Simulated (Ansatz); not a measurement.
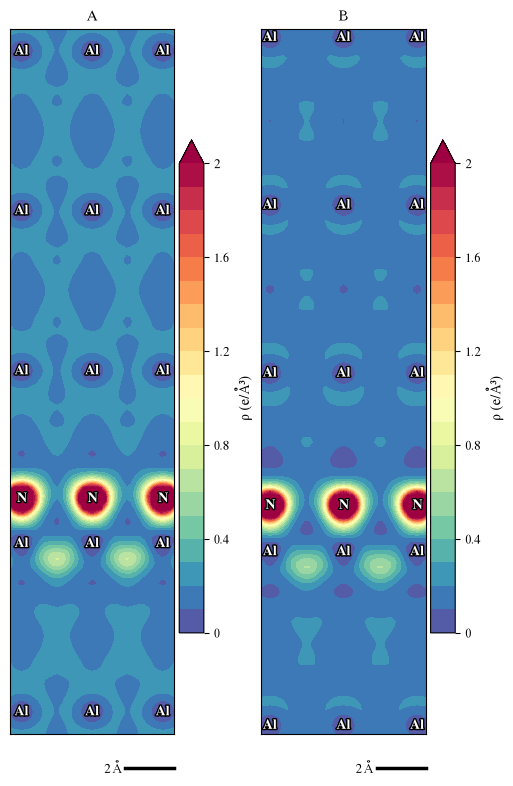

Al6N. The valence pseudo-density of two cells that differ in size, on the (100) plane of each (indices in the axes of the calculation cell), at one length scale and on one colour scale: B has 15.8 Å³ an atom and A 14.0.

The calculation used DFT PBE, scalar-relativistic, plane waves, PAW in Ansatz.

Question: What does the compression do to the bonding and the properties?

Answer: From the larger cell to the smaller, Al–N goes from 1.90 to 1.84 Å, and the density at its midpoint from 0.66 to 0.73 e/Å³; the pressure goes from −2.4 to 10 GPa.
